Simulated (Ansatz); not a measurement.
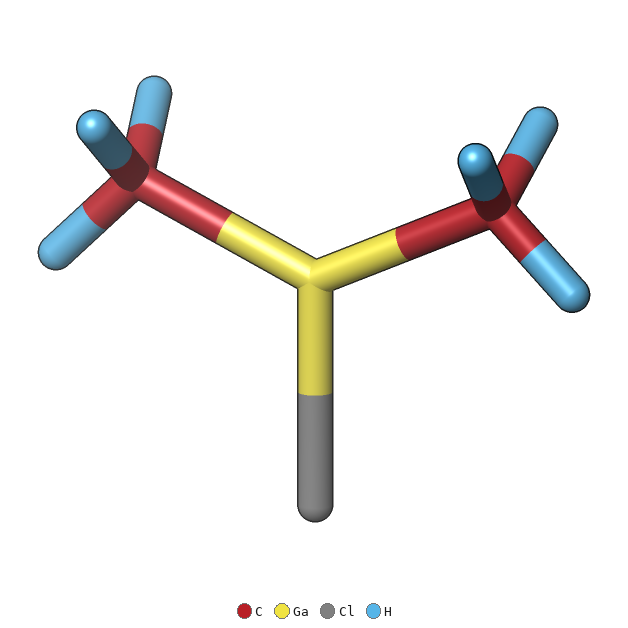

Starting geometry of the run.

Ansatz 0.2.0 input:

```yaml
crystal:
  periodic: [false, false, false]
  atoms:
    - {symbol: C, position_ang: [-0.537034, 1.464885, -0.882027]}
    - {symbol: Ga, position_ang: [-0.407259, -0.328756, -0.111441]}
    - {symbol: C, position_ang: [0.982549, -1.137456, 1.003119]}
    - {symbol: Cl, position_ang: [-2.076636, -1.638137, -0.573412]}
    - {symbol: H, position_ang: [-1.476501, 1.587636, -1.419666]}
    - {symbol: H, position_ang: [-0.472395, 2.222329, -0.097183]}
    - {symbol: H, position_ang: [0.292066, 1.638425, -1.572624]}
    - {symbol: H, position_ang: [0.714252, -2.157294, 1.276355]}
    - {symbol: H, position_ang: [1.934621, -1.152231, 0.466745]}
    - {symbol: H, position_ang: [1.129436, -0.550702, 1.913131]}
basis:
  gaussian: {orbitals: 6-31G}
magnetization: {spin_polarized: true, initial_magnetization: 2}
hamiltonian: {xc: {name: B97}, pseudopotentials: {relativity: none}}
output: {forces: true}
```

Command:

```sh
ansatz run in.yaml --threads 2 --pin off --events-out ev --progress --plain --max-ram 32768MiB --backend cpu
```

Result:

```
Functional definition: B97
  name "B97"
  cite "Becke, J. Chem. Phys. 107, 8554 (1997) doi:10.1063/1.475007"
  parameter cx = 0.1943
  parameter cx0 = 0.8094
  parameter cx1 = 0.5073
  parameter cx2 = 0.7481
  parameter css0 = 0.1737
  parameter css1 = 2.3487
  parameter css2 = -2.4868
  parameter cos0 = 0.9454
  parameter cos1 = 0.7471
  parameter cos2 = -4.5961
  exchange = spin_sum(e_x_unif_s*poly(b97_u_x, cx0, cx1, cx2)) + cx*exact_x
  correlation = spin_sum(e_c_pw_same_spin*poly(b97_u_same, css0, css1, css2))
      + integral(e_c_pw_opposite_spin*poly(b97_u_opposite, cos0, cos1, cos2))
839 factors; integrals over basis functions are off by at most 2.7e-4 eV
mean field evaluation 1: about -67041.6823 eV, gradient 4.6e1 eV
mean field evaluation 2: about -67027.5786 eV, gradient 6.4e1 eV
mean field evaluation 4: about -67053.1750 eV, gradient 1.1e1 eV
mean field evaluation 8: about -67054.1805 eV, gradient 4.5e-1 eV
mean field evaluation 16: about -67054.1820 eV, gradient 6.1e-4 eV
mean field evaluation 32: about -67054.0605 eV, gradient 1.6e0 eV
mean field -67054.18204606 eV, -2464.1957392358 hartree, gradient 1.3e-5 eV, S^2 2.003088; 4 other end points of the search recorded, 0 dependent functions left out
the calculation of the forces begins
reference -67054.18209905 eV, -2464.1957411830 hartree; 34, 32 occupied and 38, 40 virtual orbitals, 839 factors
Total energy: -67054.18209905 eV, -2464.1957411830 hartree
Atom 0 at    -0.537034     1.464885    -0.882027 Å, force     0.553266     2.041717    -0.567678 eV/Å
Atom 1 at    -0.407259    -0.328756    -0.111441 Å, force    -0.137236    -0.064126     0.022733 eV/Å
Atom 2 at     0.982549    -1.137456     1.003119 Å, force     1.876330    -0.231569     1.106260 eV/Å
Atom 3 at    -2.076636    -1.638137    -0.573412 Å, force    -1.238899    -0.976746    -0.349916 eV/Å
Atom 4 at    -1.476501     1.587636    -1.419666 Å, force    -0.278779    -0.452186     0.052923 eV/Å
Atom 5 at    -0.472395     2.222329    -0.097183 Å, force    -0.088101    -0.133270     0.278198 eV/Å
Atom 6 at     0.292066     1.638425    -1.572624 Å, force     0.105628    -0.256489    -0.096098 eV/Å
Atom 7 at     0.714252    -2.157294     1.276355 Å, force    -0.479144    -0.104962    -0.210722 eV/Å
Atom 8 at     1.934621    -1.152231     0.466745 Å, force    -0.049267     0.011659    -0.293096 eV/Å
Atom 9 at     1.129436    -0.550702     1.913131 Å, force    -0.263798     0.165972     0.057397 eV/Å
Dipole moment:     0.539423     0.416435     0.140022 e Å
```

Self-consistency was reached.

The spin state was imposed, and no run here compares it with a lower spin, which may lie lower.
